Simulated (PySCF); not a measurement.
# Run report: CH6AsNSi, geometry relaxation

- system: CH6AsNSi
- method: PBE0-D3(BJ)/def2-SVP geometry optimisation, gas phase (PySCF 2.14.0)

It belongs to a series of runs on one base structure; here: H on Si replaced by CH=NH.

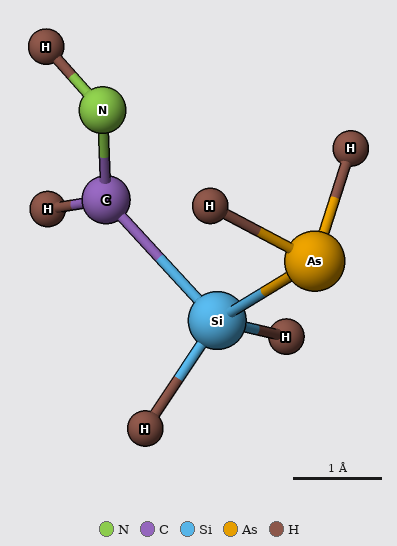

Figure 1. The input geometry (ball-and-stick view, seen at a tilt). Bond lengths as drawn: As–H 1.48 Å, As–Si 2.28 Å, C–H 1.11 Å, C–N 1.28 Å, C–Si 1.92 Å, H–N 1.00 Å and H–Si 1.47 to 1.49 Å.

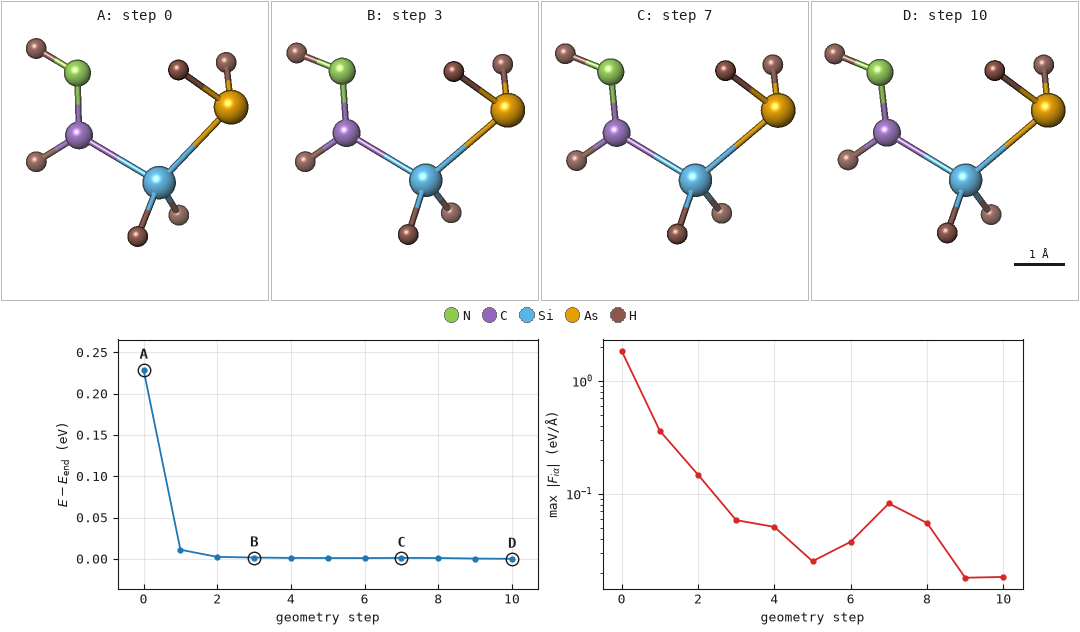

Figure 2. Frames of the relaxation (ball-and-stick view, seen at a tilt) above the curves, on which the letters mark them (steps are counted from 0).

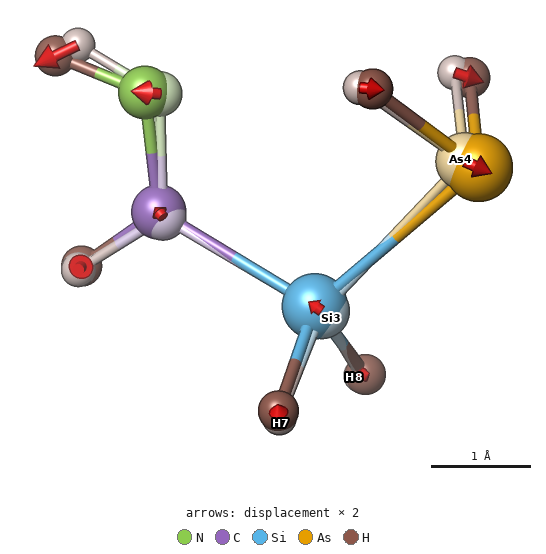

Figure 3. Start (faint) and end (solid) with the displacements as red arrows, magnified 2 times (ball-and-stick view, seen at a tilt). The two geometries are laid on each other by the best rigid fit. After 10 geometry steps the energy has fallen by 0.229 eV. The largest force component goes from 1.8 to 0.018 eV/Å. H5 moves most after the best rigid fit: 0.25 Å. By element the largest moves are H 0.25 Å, N 0.16 Å, As 0.16 Å, Si 0.09 Å, C 0.08 Å. Distances before and after: Si3–As4 2.281 → 2.358 Å, As4–H9 1.477 → 1.525 Å, As4–H10 1.482 → 1.525 Å, N1–H5 0.995 → 1.027 Å. Among the angles that change: As4–Si3–H8 117.4° → 110.4°, C2–N1–H5 117.3° → 111.0°, C2–Si3–As4 106.8° → 112.2°. (Atoms are counted from 1 in the order of the input.)

The input that produced these results follows, with the program's output.

### Input file
```
{"job": {"xc": "PBE0", "basis": "def2-SVP", "d3": "d3bj", "grid": 1, "shake": 0.01, "kind": "geom"}, "charge": 0, "multiplicity": 1}
N      1.134660    -1.146440    -0.123660
C      1.139460     0.112720    -0.343500
Si    -0.480590     1.080010    -0.005690
As    -2.011000    -0.439540     0.735860
H      1.970450    -1.648570    -0.323110
H      2.035480     0.644200    -0.712160
H     -0.096680     2.126130     0.979210
H     -0.779720     1.781860    -1.257750
H     -1.015680    -1.229190     1.488250
H     -1.845950    -1.302100    -0.458510
```

The first line tells a small driver script what to run in PySCF; the rest is the geometry in Å.

Command:
```bash
OMP_NUM_THREADS=1 python <driver script> task.json out
```

### Output
```
step   0  E = -2620.85883569  max force = 0.035892
step   1  E = -2620.86684088  max force = 0.007020
step   2  E = -2620.86716099  max force = 0.002869
step   3  E = -2620.86718808  max force = 0.001134
step   4  E = -2620.86720719  max force = 0.000988
step   5  E = -2620.86721039  max force = 0.000491
step   6  E = -2620.86721485  max force = 0.000729
step   7  E = -2620.86720554  max force = 0.001595
step   8  E = -2620.86720996  max force = 0.001069
step   9  E = -2620.86723393  max force = 0.000351
step  10  E = -2620.86724638  max force = 0.000357
optimisation converged
```

### Trajectory as extended XYZ (Å, eV, eV/Å), 11 frames, from step=0 to step=10
```
10
Properties=species:S:1:pos:R:3:forces:R:3 step=0 energy=-71317.20148
N     1.1347   -1.1464   -0.1237   -1.5599   0.9539   0.2490
C     1.1395    0.1127   -0.3435    0.0103  -0.8799   0.1709
Si   -0.4806    1.0800   -0.0057    1.5986  -0.0056  -0.0383
As   -2.0110   -0.4395    0.7359   -1.8457   0.3711   0.5582
H     1.9705   -1.6486   -0.3231    1.4261  -0.2684  -0.3453
H     2.0355    0.6442   -0.7122    0.1583   0.1304  -0.1220
H    -0.0967    2.1261    0.9792   -0.2009   0.1323   0.2400
H    -0.7797    1.7819   -1.2577   -0.4283   0.2238  -0.4486
H    -1.0157   -1.2292    1.4883    0.7186  -0.3031   0.4318
H    -1.8459   -1.3021   -0.4585    0.1228  -0.3546  -0.6958
10
Properties=species:S:1:pos:R:3:forces:R:3 step=1 energy=-71317.41931
N     1.2320   -1.1749   -0.1455    0.0149  -0.2606  -0.0140
C     1.1842    0.0783   -0.3490    0.1020  -0.0191  -0.0196
Si   -0.4315    1.0396   -0.0028    0.3610  -0.0360  -0.0444
As   -2.1361   -0.3828    0.7604   -0.1074  -0.1197   0.0238
H     2.1478   -1.5932   -0.3784   -0.1566   0.2957   0.0512
H     2.0608    0.6533   -0.7267   -0.0686   0.0016  -0.0076
H    -0.1135    2.0868    1.0169   -0.0502   0.0350   0.0239
H    -0.8160    1.7387   -1.2659   -0.0804   0.0352  -0.0189
H    -1.1059   -1.1958    1.5421   -0.0315   0.0309  -0.0475
H    -1.9715   -1.2711   -0.4722    0.0168   0.0371   0.0531
10
Properties=species:S:1:pos:R:3:forces:R:3 step=2 energy=-71317.42803
N     1.2443   -1.1883   -0.1516    0.0336  -0.0930   0.0877
C     1.1830    0.0642   -0.3537   -0.0125   0.1475  -0.0438
Si   -0.4216    1.0309   -0.0018    0.0885  -0.0075  -0.0410
As   -2.1469   -0.3804    0.7620   -0.0526  -0.0086   0.0108
H     2.1825   -1.5461   -0.3706   -0.0249  -0.0341  -0.0404
H     2.0521    0.6447   -0.7355   -0.0115   0.0178   0.0202
H    -0.1128    2.0807    1.0206   -0.0060  -0.0066  -0.0008
H    -0.8260    1.7374   -1.2582   -0.0278   0.0066   0.0098
H    -1.1226   -1.2003    1.5372    0.0055  -0.0134   0.0063
H    -1.9817   -1.2636   -0.4694    0.0078  -0.0088  -0.0089
10
Properties=species:S:1:pos:R:3:forces:R:3 step=3 energy=-71317.42876
N     1.2444   -1.1801   -0.1388    0.0199   0.0147  -0.0488
C     1.1890    0.0724   -0.3522   -0.0583   0.0306   0.0248
Si   -0.4185    1.0299   -0.0022    0.0058   0.0280   0.0138
As   -2.1446   -0.3884    0.7600   -0.0040   0.0114  -0.0047
H     2.1717   -1.5487   -0.3809    0.0435  -0.0370   0.0287
H     2.0556    0.6534   -0.7378    0.0003  -0.0218  -0.0210
H    -0.1187    2.0819    1.0206   -0.0072  -0.0003   0.0018
H    -0.8356    1.7361   -1.2553   -0.0047  -0.0046   0.0075
H    -1.1208   -1.2075    1.5370    0.0024  -0.0104   0.0082
H    -1.9720   -1.2701   -0.4715    0.0023  -0.0106  -0.0102
10
Properties=species:S:1:pos:R:3:forces:R:3 step=4 energy=-71317.42928
N     1.2556   -1.1791   -0.1414   -0.0325   0.0508  -0.0046
C     1.1878    0.0737   -0.3541    0.0218  -0.0472   0.0041
Si   -0.4203    1.0294   -0.0004   -0.0122  -0.0089   0.0128
As   -2.1468   -0.3908    0.7597    0.0081   0.0001  -0.0088
H     2.1861   -1.5448   -0.3781    0.0109   0.0143   0.0039
H     2.0505    0.6577   -0.7433    0.0020   0.0028  -0.0131
H    -0.1217    2.0808    1.0233    0.0008  -0.0045   0.0022
H    -0.8419    1.7365   -1.2511    0.0009  -0.0031   0.0026
H    -1.1255   -1.2129    1.5377   -0.0012  -0.0023   0.0017
H    -1.9735   -1.2716   -0.4733    0.0014  -0.0021  -0.0008
10
Properties=species:S:1:pos:R:3:forces:R:3 step=5 energy=-71317.42937
N     1.2563   -1.1718   -0.1410    0.0151   0.0115   0.0252
C     1.1882    0.0798   -0.3578   -0.0010  -0.0222  -0.0027
Si   -0.4224    1.0284    0.0019   -0.0146  -0.0015  -0.0033
As   -2.1441   -0.3996    0.7585    0.0124  -0.0053  -0.0090
H     2.1889   -1.5375   -0.3707   -0.0076   0.0125  -0.0190
H     2.0487    0.6640   -0.7520    0.0016  -0.0003   0.0023
H    -0.1257    2.0782    1.0276    0.0000  -0.0036   0.0047
H    -0.8494    1.7364   -1.2462   -0.0038   0.0044  -0.0003
H    -1.1220   -1.2220    1.5358   -0.0030   0.0024  -0.0024
H    -1.9679   -1.2769   -0.4770    0.0010   0.0020   0.0044
10
Properties=species:S:1:pos:R:3:forces:R:3 step=6 energy=-71317.42949
N     1.2679   -1.1619   -0.1366    0.0250  -0.0375   0.0260
C     1.1875    0.0871   -0.3597    0.0036   0.0265  -0.0122
Si   -0.4279    1.0254    0.0059   -0.0166  -0.0038  -0.0046
As   -2.1426   -0.4138    0.7562    0.0102  -0.0070  -0.0050
H     2.2027   -1.5190   -0.3719   -0.0161   0.0041  -0.0110
H     2.0415    0.6749   -0.7629   -0.0061   0.0087   0.0023
H    -0.1353    2.0733    1.0346   -0.0015  -0.0035   0.0054
H    -0.8629    1.7344   -1.2388    0.0006   0.0067  -0.0019
H    -1.1202   -1.2351    1.5340    0.0003   0.0038  -0.0034
H    -1.9602   -1.2863   -0.4818    0.0007   0.0021   0.0044
10
Properties=species:S:1:pos:R:3:forces:R:3 step=7 energy=-71317.42924
N     1.3194   -1.1120   -0.1160    0.0314  -0.0820   0.0104
C     1.1831    0.1258   -0.3695    0.0092   0.0735  -0.0181
Si   -0.4556    1.0108    0.0239   -0.0233  -0.0078  -0.0158
As   -2.1304   -0.4864    0.7456   -0.0039  -0.0032   0.0151
H     2.2602   -1.4367   -0.3736   -0.0191  -0.0088   0.0082
H     2.0030    0.7330   -0.8129   -0.0190   0.0173   0.0008
H    -0.1860    2.0477    1.0697   -0.0066  -0.0033   0.0063
H    -0.9268    1.7265   -1.2038    0.0180   0.0130  -0.0025
H    -1.0979   -1.2963    1.5206    0.0139   0.0043  -0.0046
H    -1.9185   -1.3333   -0.5051   -0.0005  -0.0030   0.0002
10
Properties=species:S:1:pos:R:3:forces:R:3 step=8 energy=-71317.42936
N     1.3440   -1.0853   -0.1075    0.0188  -0.0550   0.0001
C     1.1788    0.1464   -0.3745    0.0047   0.0522  -0.0096
Si   -0.4724    1.0025    0.0318   -0.0115  -0.0068  -0.0210
As   -2.1215   -0.5265    0.7425   -0.0117  -0.0022   0.0211
H     2.2873   -1.3944   -0.3744   -0.0094  -0.0084   0.0104
H     1.9795    0.7655   -0.8360   -0.0147   0.0125  -0.0011
H    -0.2155    2.0316    1.0884   -0.0080  -0.0022   0.0058
H    -0.9570    1.7242   -1.1872    0.0179   0.0118  -0.0003
H    -1.0751   -1.3248    1.5107    0.0153   0.0026  -0.0050
H    -1.8977   -1.3602   -0.5148   -0.0012  -0.0046  -0.0004
10
Properties=species:S:1:pos:R:3:forces:R:3 step=9 energy=-71317.43001
N     1.3692   -1.0556   -0.1016   -0.0080   0.0101  -0.0103
C     1.1720    0.1696   -0.3807   -0.0029  -0.0041   0.0087
Si   -0.4937    0.9922    0.0379    0.0086  -0.0010  -0.0180
As   -2.1090   -0.5731    0.7447   -0.0127  -0.0007   0.0168
H     2.3155   -1.3476   -0.3755    0.0075  -0.0019   0.0046
H     1.9504    0.8040   -0.8588   -0.0001   0.0000  -0.0035
H    -0.2521    2.0100    1.1092   -0.0060   0.0001   0.0029
H    -0.9869    1.7249   -1.1711    0.0069   0.0033   0.0029
H    -1.0350   -1.3517    1.4953    0.0092  -0.0019  -0.0036
H    -1.8799   -1.3938   -0.5204   -0.0024  -0.0039  -0.0003
10
Properties=species:S:1:pos:R:3:forces:R:3 step=10 energy=-71317.43035
N     1.3805   -1.0415   -0.1005   -0.0092   0.0183  -0.0049
C     1.1684    0.1801   -0.3847   -0.0022  -0.0137   0.0084
Si   -0.5036    0.9870    0.0392    0.0078   0.0010  -0.0078
As   -2.1022   -0.5942    0.7500   -0.0025   0.0004   0.0081
H     2.3290   -1.3250   -0.3752    0.0061   0.0012  -0.0010
H     1.9370    0.8212   -0.8695    0.0042  -0.0031  -0.0020
H    -0.2688    1.9992    1.1176   -0.0025   0.0010   0.0004
H    -1.0007    1.7258   -1.1643   -0.0009  -0.0019   0.0012
H    -1.0110   -1.3637    1.4857    0.0023  -0.0027  -0.0024
H    -1.8782   -1.4100   -0.5194   -0.0032  -0.0005   0.0001
```

### Key numbers

```csv
quantity,value
outcome,converged
total energy,−2620.867246 hartree
dipole moment,2.13 D
point group,C1
hardware,"1 CPU thread, shared host"
wall time,53 s
peak memory,0.45 GiB
```
